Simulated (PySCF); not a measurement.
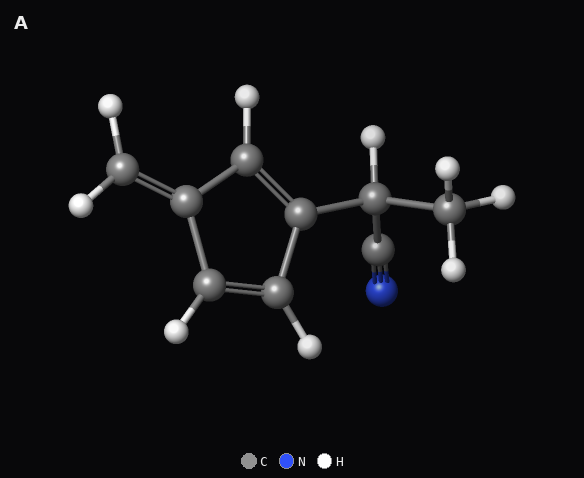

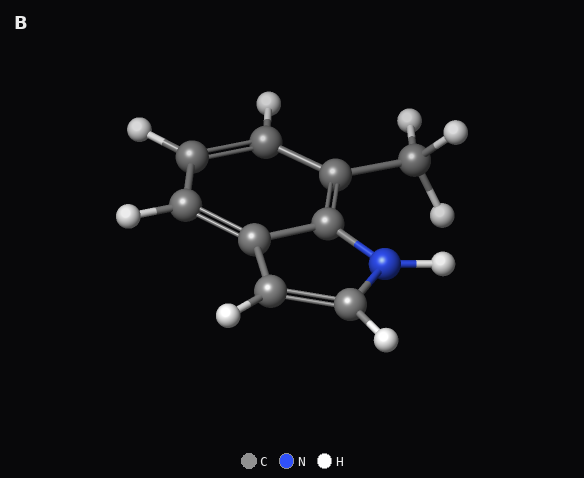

2 stationary structures of one formula. Geometries: PBE0-D3(BJ)/def2-SVP. Electronic energies: PBE0-D3(BJ)/def2-SVP (PySCF 2.14.0), without zero-point energy. No frequency run is at hand to confirm each as a minimum. Each is one conformer, not always the lowest.

**Are they conformers, stereoisomers or constitutional isomers?**

They are constitutional isomers of C9H9N: A `C=C1C=CC([C@@H](C)C#N)=C1`, B `Cc1cccc2cc[nH]c12`.

**Which structure is the most stable?**

B is lowest; A lies 2.632 eV above it.
